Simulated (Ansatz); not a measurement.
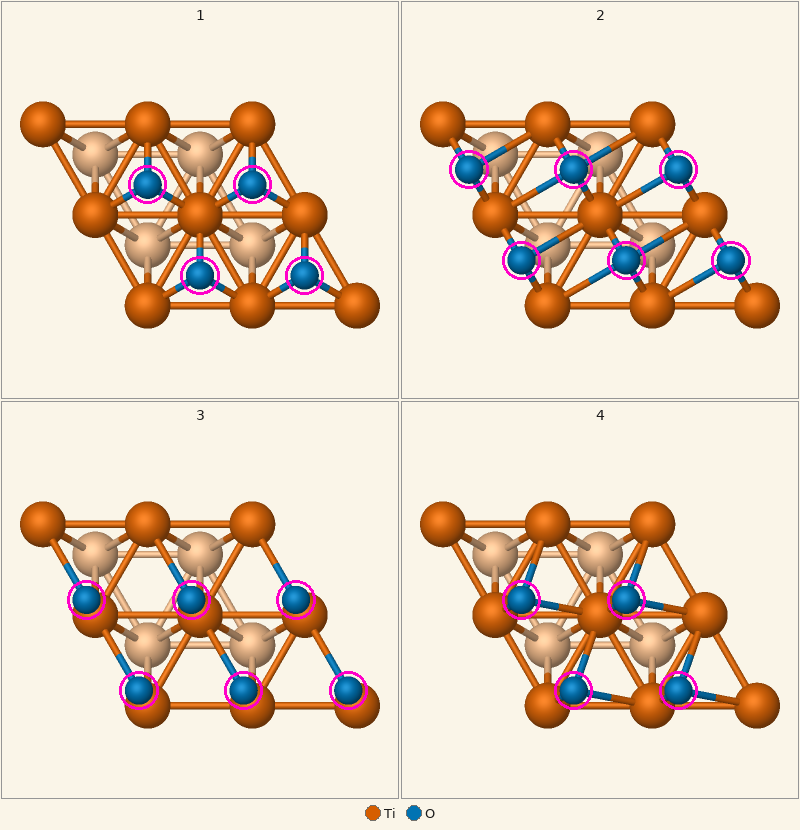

O on a Ti(001) slab cut from the P6_3/mmc phase, its upper half relaxed before the scan (4 atoms of substrate and one adsorbate in a 1 × 1 cell). O is moved over the surface cell; relaxed at each place: the height of the adsorbate's atoms; substrate rigid; the origin of the map has the adsorbate above Ti4. Places are given modulo a cell vector. The map is drawn in real space over the plane of the surface. The scan uses a 6 × 6 grid; 10 points were computed and 26 follow by symmetry. Energies: eV, counted from the lowest grid point. With one adsorbate in each 1 × 1 cell, its nearest image is 2.9 Å away, so neighbouring adsorbates interact. The runs have no spin polarisation; a magnetic state may lie lower. All numbers below come from DFT PBEsol, scalar-relativistic, plane waves, PAW (Ansatz 0.2.0). Settings: cutoff 420 eV, k-mesh 9×9×1, gaussian smearing 0.1 eV, no spin polarisation.

The numbered pictures are structures from this grid. Rings mark the moved atoms.

**Rank them by energy, lowest first.**

1, at a threefold hollow, (4/6, 2/6) of the cell vectors: 0.00 eV; 2, at a bridge site between two Ti atoms, (0/6, 3/6) of the cell vectors: 0.60 eV; 4, at (2/6, 1/6) of the cell vectors [nearest 1 Ti at 1.63 Å]: 1.87 eV; 3, at (0/6, 1/6) of the cell vectors [nearest 1 Ti at 1.61 Å]: 2.42 eV.

The map, with the structures marked:

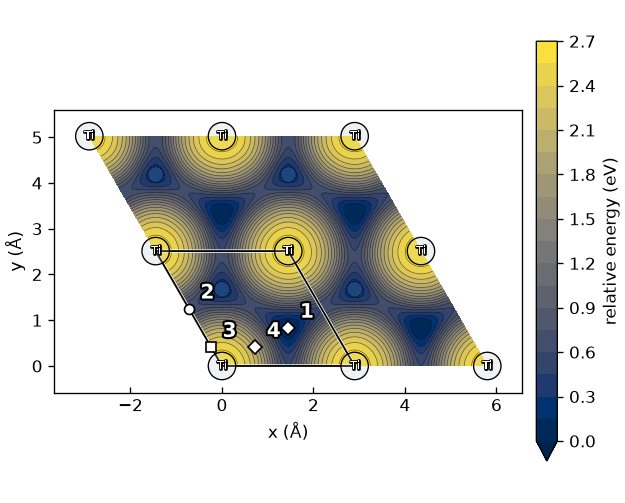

The picture shows filled contours, labelled circles for the atoms of the top layer and small ones for the second layer, the outline of one cell of the 2 × 2 shown. Between grid points the surface is interpolated.

PAW datasets: the set soft_1.
